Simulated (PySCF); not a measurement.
Si(F)(H)(OSiH3)2, SMILES F[SiH](O[SiH3])O[SiH3] at its PBE0/def2-SVP optimised geometry (Å):

```
13

Si    -0.3003    -1.7943     2.2753
F     -0.8671    -3.0912     1.4939
O      0.8864    -1.1321     1.3735
Si     1.4048    -0.3509     0.0000
O     -1.5430    -0.7554     2.4832
Si    -2.9949    -0.1277     1.9686
H      0.2386    -2.2156     3.5768
H      0.9029     1.0547     0.0000
H      0.8987    -1.0547    -1.2145
H      2.8937    -0.3509     0.0000
H     -3.3066     1.0610     2.8093
H     -4.0745    -1.1461     2.1141
H     -2.8937     0.2851     0.5369
```

Calculation: PySCF 2.14.0 with PBE0/def2-TZVP. Cells within 0.4 Å of a nucleus heavier than hydrogen are left out (blank, or x).

Map of the electrostatic potential (hartree/e), clipped to [-0.08, 0.12] on the plane z = 0.0 Å:

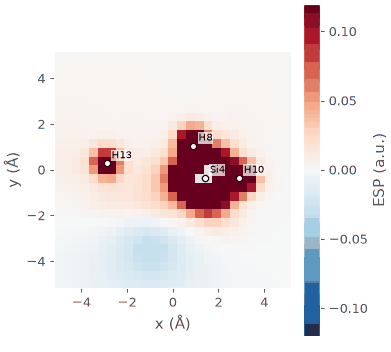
Figure. Electrostatic potential (hartree/e), clipped to [-0.08, 0.12] on the plane z = 0.0 Å.
